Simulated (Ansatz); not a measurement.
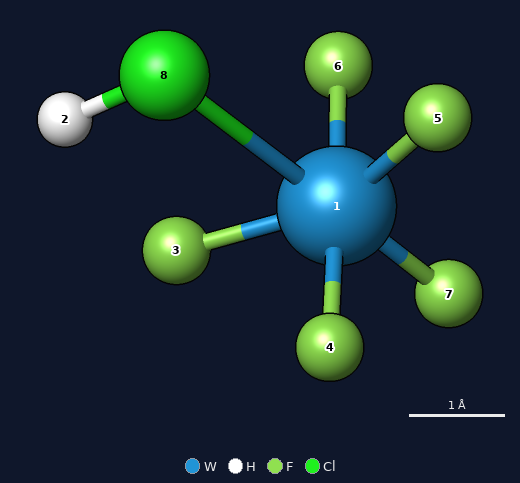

**Figure 1.** The starting structure (ball-and-stick view, seen at a tilt; atoms are numbered from 1 in the order of the input). Sticks mark near contacts. Bond lengths as drawn: Cl–H 1.30 Å, Cl–W 2.82 Å and F–W 1.85 to 1.91 Å.

**Nudged elastic band of WHClF5 (part 1 of 2)**

System: WHClF5, multiplicity 2.
Method: UKS PBE/def2-SVP (Ansatz 0.2.0).

It belongs to a series of runs on one base structure; here: band between the two ends. Figures and captions count atoms from 1; the log counts them from 0 in places.

**The input**
```yaml
crystal:
  periodic: [false, false, false]
  atoms:
    - { symbol: W, position_ang: [-0.134591, -0.035587, -0.14256] }
    - { symbol: H, position_ang: [0.976955, 0.167555, 2.831897] }
    - { symbol: F, position_ang: [1.630264, 0.10742, 0.45165] }
    - { symbol: F, position_ang: [-0.234208, 1.872958, -0.210743] }
    - { symbol: F, position_ang: [-1.950371, -0.139789, 0.214101] }
    - { symbol: F, position_ang: [0.014796, -1.939557, -0.048494] }
    - { symbol: F, position_ang: [0.011286, -0.108834, -2.001297] }
    - { symbol: Cl, position_ang: [-0.314132, 0.075834, 2.665446] }
magnetization:
  spin_polarized: true
  initial_magnetization: 1
basis:
  gaussian: { orbitals: def2-SVP }
hamiltonian:
  xc: pbe
neb:
  order_check: false
  images: 7
  f_tol: 0.03
  max_iterations: 60
  final_atoms:
    - { symbol: W, position_ang: [0.05834258, -0.02315535, -0.15587321] }
    - { symbol: H, position_ang: [-0.680777, 0.05616368, 2.93867684] }
    - { symbol: F, position_ang: [1.90297098, 0.10627474, -0.03299374] }
    - { symbol: F, position_ang: [-0.09292549, 1.88170505, -0.22645362] }
    - { symbol: F, position_ang: [-1.61837677, -0.09289702, 0.66346666] }
    - { symbol: F, position_ang: [0.16382595, -1.93003702, -0.05386572] }
    - { symbol: F, position_ang: [-0.31170464, -0.12916543, -1.98156638] }
    - { symbol: Cl, position_ang: [0.57864339, 0.13111135, 2.60860917] }
  initial_path:
    images:
      - { positions_ang: [[-0.134591, -0.035587, -0.14256], [0.976955, 0.167555, 2.831897], [1.630264, 0.10742, 0.45165], [-0.234208, 1.872958, -0.210743], [-1.950371, -0.139789, 0.214101], [0.014796, -1.939557, -0.048494], [0.011286, -0.108834, -2.001297], [-0.314132, 0.075834, 2.665446]] }
      - { positions_ang: [[-0.10243337, -0.03190309, -0.10679485], [0.73747184, 0.14230298, 2.61602334], [1.68267674, 0.10536917, 0.33167111], [-0.20745021, 1.86057422, -0.17802433], [-1.92573724, -0.1400716, 0.16789243], [0.03991096, -1.92094915, -0.01615313], [0.00110912, -0.10735698, -1.962855], [-0.22554883, 0.09203446, 2.90824042]] }
      - { positions_ang: [[-0.07027575, -0.02821918, -0.0710297], [0.49798867, 0.11705096, 2.40014968], [1.73508948, 0.10331834, 0.21169222], [-0.18069243, 1.84819043, -0.14530565], [-1.90110347, -0.1403542, 0.12168387], [0.06502593, -1.9023413, 0.01618774], [-0.00906777, -0.10587995, -1.924413], [-0.13696566, 0.10823491, 3.15103483]] }
      - { positions_ang: [[-0.03811812, -0.02453528, -0.03526456], [0.25850551, 0.09179894, 2.18427603], [1.78750221, 0.1012675, 0.09171333], [-0.15393464, 1.83580665, -0.11258698], [-1.87646971, -0.14063681, 0.0754753], [0.09014089, -1.88373345, 0.04852861], [-0.01924465, -0.10440293, -1.885971], [-0.04838249, 0.12443537, 3.39382925]] }
      - { positions_ang: [[-0.0059605, -0.02085137, 0.00050059], [0.01902234, 0.06654692, 1.96840237], [1.83991495, 0.09921667, -0.02826555], [-0.12717685, 1.82342286, -0.0798683], [-1.85183595, -0.14091941, 0.02926674], [0.11525586, -1.8651256, 0.08086948], [-0.02942154, -0.10292591, -1.84752899], [0.04020069, 0.14063583, 3.63662367]] }
      - { positions_ang: [[0.01011527, -0.02142737, -0.03859286], [-0.15592749, 0.06395111, 2.21097098], [1.85567896, 0.10098119, -0.0294476], [-0.11861401, 1.83799341, -0.11651463], [-1.79347115, -0.12891381, 0.18781672], [0.12739838, -1.88135345, 0.04718568], [-0.09999231, -0.10948579, -1.88103834], [0.17481136, 0.13825471, 3.37962005]] }
      - { positions_ang: [[0.02619104, -0.02200336, -0.07768631], [-0.33087733, 0.0613553, 2.4535396], [1.87144297, 0.10274571, -0.03062965], [-0.11005117, 1.85256396, -0.15316096], [-1.73510636, -0.11690821, 0.3463667], [0.1395409, -1.89758131, 0.01350188], [-0.17056309, -0.11604567, -1.91454769], [0.30942204, 0.13587359, 3.12261642]] }
      - { positions_ang: [[0.04226681, -0.02257936, -0.11677976], [-0.50582716, 0.05875949, 2.69610822], [1.88720697, 0.10451022, -0.03181169], [-0.10148833, 1.8671345, -0.18980729], [-1.67674156, -0.10490262, 0.50491668], [0.15168342, -1.91380916, -0.02018192], [-0.24113387, -0.12260555, -1.94805704], [0.44403271, 0.13349247, 2.8656128]] }
      - { positions_ang: [[0.05834258, -0.02315535, -0.15587321], [-0.680777, 0.05616368, 2.93867684], [1.90297098, 0.10627474, -0.03299374], [-0.09292549, 1.88170505, -0.22645362], [-1.61837677, -0.09289702, 0.66346666], [0.16382595, -1.93003702, -0.05386572], [-0.31170464, -0.12916543, -1.98156638], [0.57864339, 0.13111135, 2.60860917]] }
```

Command:
```bash
ansatz run input.yaml --threads 4 --pin off --max-ram 5120MiB --backend cpu --events-out ev --progress --plain --runs-dir out
```

**What the program printed**
```
Engine: ansatz 0.2.0, x86_64-unknown-linux-gnu
Functional definition: PBE
  parameter kappa = 0.804
  parameter beta = 0.06672455060314922
  exchange = pbe_x(kappa = kappa, mu = beta*pi^2/3)
  correlation = pbe_c(beta = beta)
1300 factors; their error is unknown
mean field evaluation 1: about -27915.1133 eV, gradient 5.3e1 eV
mean field evaluation 2: about -27761.4230 eV, gradient 2.1e2 eV
mean field evaluation 4: about -27923.3325 eV, gradient 1.8e1 eV
mean field evaluation 8: about -27924.3821 eV, gradient 1.8e-1 eV
mean field evaluation 16: about -27924.3006 eV, gradient 1.4e-3 eV
mean field evaluation 32: about -27924.2923 eV, gradient 1.3e0 eV
mean field -27924.30056323 eV, -1026.1991179278 hartree, gradient 2.1e-5 eV, S^2 0.752292; 6 other end points of the search recorded, 0 dependent functions left out
the calculation of the forces begins
reference -27924.30063305 eV, -1026.1991204938 hartree; 39, 38 occupied and 86, 87 virtual orbitals, 1300 factors
1300 factors; their error is unknown
mean field evaluation 64: about -27924.3005 eV, gradient 7.9e-5 eV
mean field -27924.30053891 eV, -1026.1991170343 hartree, gradient 2.4e-5 eV, S^2 0.752291; 6 other end points of the search recorded, 0 dependent functions left out
[... from here on the field's lines of each further geometry are left out, up to the last ...]
NEB iter   1: max|band force component| = 2.883e1 eV/Å  barrier→ = 5.2348 eV  barrier← = 5.2347 eV  Δτ_max = 0.2000 Å  (1880 SCF iters)
NEB iter   2: max|band force component| = 6.485e0 eV/Å  barrier→ = 1.5289 eV  barrier← = 1.5289 eV  Δτ_max = 0.2000 Å  (456 SCF iters)
NEB iter   3: max|band force component| = 3.502e0 eV/Å  barrier→ = 1.0174 eV  barrier← = 1.0174 eV  Δτ_max = 0.2000 Å  (350 SCF iters)
NEB iter   4: max|band force component| = 7.466e0 eV/Å  barrier→ = 1.1992 eV  barrier← = 1.1991 eV  Δτ_max = 0.1002 Å  (355 SCF iters)
NEB iter   5: max|band force component| = 9.342e-1 eV/Å  barrier→ = 0.7949 eV  barrier← = 0.7949 eV  Δτ_max = 0.1972 Å  (321 SCF iters)
NEB iter   6: max|band force component| = 1.371e0 eV/Å  barrier→ = 0.7158 eV  barrier← = 0.7158 eV  Δτ_max = 0.1006 Å  (301 SCF iters)
NEB iter   7: max|band force component| = 1.329e0 eV/Å  barrier→ = 0.6550 eV  barrier← = 0.6550 eV  Δτ_max = 0.1010 Å  (295 SCF iters)
NEB iter   8: max|band force component| = 9.389e-1 eV/Å  barrier→ = 0.5465 eV  barrier← = 0.5465 eV  Δτ_max = 0.1009 Å  (293 SCF iters)
NEB iter   9: max|band force component| = 8.146e-1 eV/Å  barrier→ = 0.5015 eV  barrier← = 0.5015 eV  Δτ_max = 0.0996 Å  (291 SCF iters)
NEB iter  10: max|band force component| = 6.587e-1 eV/Å  barrier→ = 0.4758 eV  barrier← = 0.4758 eV  Δτ_max = 0.1005 Å  (268 SCF iters)
NEB iter  11: max|band force component| = 6.847e-1 eV/Å  barrier→ = 0.4463 eV  barrier← = 0.4463 eV  Δτ_max = 0.0997 Å  (282 SCF iters)
NEB iter  12: max|band force component| = 5.530e-1 eV/Å  barrier→ = 0.4219 eV  barrier← = 0.4219 eV  Δτ_max = 0.1008 Å  (277 SCF iters)
NEB iter  13: max|band force component| = 3.588e-1 eV/Å  barrier→ = 0.3938 eV  barrier← = 0.3937 eV  CI = image 6  Δτ_max = 0.1008 Å  (288 SCF iters)
NEB iter  14: max|band force component| = 3.856e-1 eV/Å  barrier→ = 0.3500 eV  barrier← = 0.3500 eV  CI = image 6  Δτ_max = 0.0508 Å  (282 SCF iters)
NEB iter  15: max|band force component| = 2.882e-1 eV/Å  barrier→ = 0.3264 eV  barrier← = 0.3263 eV  CI = image 6  Δτ_max = 0.1029 Å  (278 SCF iters)
NEB iter  16: max|band force component| = 3.211e-1 eV/Å  barrier→ = 0.2771 eV  barrier← = 0.2770 eV  CI = image 6  Δτ_max = 0.0505 Å  (288 SCF iters)
NEB iter  17: max|band force component| = 3.157e-1 eV/Å  barrier→ = 0.2544 eV  barrier← = 0.2543 eV  CI = image 6  Δτ_max = 0.0503 Å  (292 SCF iters)
NEB iter  18: max|band force component| = 2.939e-1 eV/Å  barrier→ = 0.2334 eV  barrier← = 0.2334 eV  CI = image 6  Δτ_max = 0.0503 Å  (288 SCF iters)
NEB iter  19: max|band force component| = 2.435e-1 eV/Å  barrier→ = 0.2130 eV  barrier← = 0.2130 eV  CI = image 6  Δτ_max = 0.0503 Å  (303 SCF iters)
NEB iter  20: max|band force component| = 2.391e-1 eV/Å  barrier→ = 0.1919 eV  barrier← = 0.1919 eV  CI = image 6  Δτ_max = 0.0502 Å  (307 SCF iters)
NEB iter  21: max|band force component| = 2.481e-1 eV/Å  barrier→ = 0.1704 eV  barrier← = 0.1704 eV  CI = image 6  Δτ_max = 0.0502 Å  (309 SCF iters)
NEB iter  22: max|band force component| = 2.606e-1 eV/Å  barrier→ = 0.1483 eV  barrier← = 0.1482 eV  CI = image 6  Δτ_max = 0.0502 Å  (302 SCF iters)
NEB iter  23: max|band force component| = 2.650e-1 eV/Å  barrier→ = 0.1253 eV  barrier← = 0.1253 eV  CI = image 6  Δτ_max = 0.1001 Å  (288 SCF iters)
NEB iter  24: max|band force component| = 2.522e-1 eV/Å  barrier→ = 0.0917 eV  barrier← = 0.0917 eV  CI = image 6  Δτ_max = 0.1021 Å  (320 SCF iters)
NEB iter  25: max|band force component| = 3.935e-1 eV/Å  barrier→ = 0.0767 eV  barrier← = 0.0767 eV  CI = image 6  Δτ_max = 0.0502 Å  (327 SCF iters)
NEB iter  26: max|band force component| = 2.668e-1 eV/Å  barrier→ = 0.0724 eV  barrier← = 0.0724 eV  CI = image 6  Δτ_max = 0.0503 Å  (301 SCF iters)
NEB iter  27: max|band force component| = 1.336e-1 eV/Å  barrier→ = 0.0737 eV  barrier← = 0.0737 eV  CI = image 6  Δτ_max = 0.1005 Å  (305 SCF iters)
NEB iter  28: max|band force component| = 3.543e-1 eV/Å  barrier→ = 0.0761 eV  barrier← = 0.0761 eV  CI = image 6  Δτ_max = 0.0498 Å  (316 SCF iters)
NEB iter  29: max|band force component| = 4.417e-1 eV/Å  barrier→ = 0.0739 eV  barrier← = 0.0739 eV  CI = image 6  Δτ_max = 0.1013 Å  (310 SCF iters)
NEB iter  30: max|band force component| = 2.229e-1 eV/Å  barrier→ = 0.0733 eV  barrier← = 0.0732 eV  CI = image 6  Δτ_max = 0.2000 Å  (332 SCF iters)
NEB iter  31: max|band force component| = 3.772e-1 eV/Å  barrier→ = 0.0724 eV  barrier← = 0.0724 eV  CI = image 6  Δτ_max = 0.1017 Å  (323 SCF iters)
NEB iter  32: max|band force component| = 1.450e-1 eV/Å  barrier→ = 0.0718 eV  barrier← = 0.0718 eV  CI = image 6  Δτ_max = 0.1173 Å  (314 SCF iters)
NEB iter  33: max|band force component| = 2.272e-1 eV/Å  barrier→ = 0.0706 eV  barrier← = 0.0706 eV  CI = image 6  Δτ_max = 0.0581 Å  (324 SCF iters)
NEB iter  34: max|band force component| = 7.220e-2 eV/Å  barrier→ = 0.0684 eV  barrier← = 0.0684 eV  CI = image 6  Δτ_max = 0.1146 Å  (314 SCF iters)
NEB iter  35: max|band force component| = 1.342e-1 eV/Å  barrier→ = 0.0633 eV  barrier← = 0.0633 eV  CI = image 6  Δτ_max = 0.0580 Å  (313 SCF iters)
NEB iter  36: max|band force component| = 1.214e-1 eV/Å  barrier→ = 0.0622 eV  barrier← = 0.0622 eV  CI = image 6  Δτ_max = 0.0583 Å  (309 SCF iters)
NEB iter  37: max|band force component| = 1.204e-1 eV/Å  barrier→ = 0.0589 eV  barrier← = 0.0589 eV  CI = image 6  Δτ_max = 0.0582 Å  (306 SCF iters)
NEB iter  38: max|band force component| = 1.540e-1 eV/Å  barrier→ = 0.0543 eV  barrier← = 0.0543 eV  CI = image 6  Δτ_max = 0.0290 Å  (323 SCF iters)
NEB iter  39: max|band force component| = 1.081e-1 eV/Å  barrier→ = 0.0505 eV  barrier← = 0.0505 eV  CI = image 6  Δτ_max = 0.0576 Å  (297 SCF iters)
NEB iter  40: max|band force component| = 1.007e-1 eV/Å  barrier→ = 0.0427 eV  barrier← = 0.0427 eV  CI = image 6  Δτ_max = 0.0583 Å  (315 SCF iters)
NEB iter  41: max|band force component| = 7.400e-2 eV/Å  barrier→ = 0.0382 eV  barrier← = 0.0381 eV  CI = image 6  Δτ_max = 0.0583 Å  (320 SCF iters)
NEB iter  42: max|band force component| = 8.363e-2 eV/Å  barrier→ = 0.0317 eV  barrier← = 0.0316 eV  CI = image 6  Δτ_max = 0.0290 Å  (313 SCF iters)
NEB iter  43: max|band force component| = 5.494e-2 eV/Å  barrier→ = 0.0285 eV  barrier← = 0.0285 eV  CI = image 6  Δτ_max = 0.0582 Å  (294 SCF iters)
NEB iter  44: max|band force component| = 4.535e-2 eV/Å  barrier→ = 0.0243 eV  barrier← = 0.0242 eV  CI = image 6  Δτ_max = 0.0577 Å  (301 SCF iters)
NEB iter  45: max|band force component| = 1.756e0 eV/Å  barrier→ = 0.0236 eV  barrier← = 0.0236 eV  CI = image 1  Δτ_max = 0.0293 Å  (291 SCF iters)
NEB iter  46: max|band force component| = 2.614e-1 eV/Å  barrier→ = 0.0274 eV  barrier← = 0.0274 eV  CI = image 6  Δτ_max = 0.0584 Å  (285 SCF iters)
```
